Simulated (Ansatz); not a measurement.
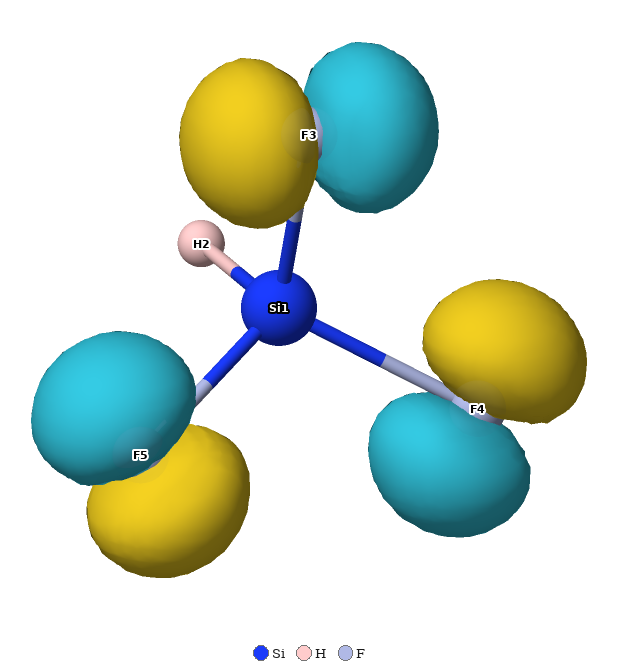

The picture shows: F₃HSi. The HOMO−1 at ±0.2 Å⁻³ᐟ² (yellow and cyan are the two phases), seen at a tilt.

Level of theory: RKS r2SCANh/def2-SVP (Ansatz 0.2.0).

Input file:

```
crystal:
  periodic: [false, false, false]
  atoms:
    - { symbol: Si, position_ang: [0.0, 0.0, 0.0] }
    - { symbol: H, position_ang: [0.0, 0.0, 1.46] }
    - { symbol: F, position_ang: [1.4994, 0.0, -0.5295] }
    - { symbol: F, position_ang: [-0.7489, 1.2974, -0.5295] }
    - { symbol: F, position_ang: [-0.7489, -1.2974, -0.5295] }
basis:
  gaussian: { orbitals: def2-SVP }
hamiltonian:
  xc: r2scanh
relax:
  f_tol: 0.02
  max_steps: 40
output:
  orbitals: {}
```

Launched as:

```sh
ansatz run input.yaml --threads 1 --pin off --max-ram 2048MiB --backend cpu --events-out ev --progress --plain --runs-dir out
```

The fields are those of the run's last geometry, not of the input's.

**Describe this orbital and give its energy.**

It lies mainly on F4 (about 30 %), F3 (about 30 %) and F5 (about 30 %); largely a combination of lone pairs on F4, F3 and F5. Its energy is −11.27 eV.
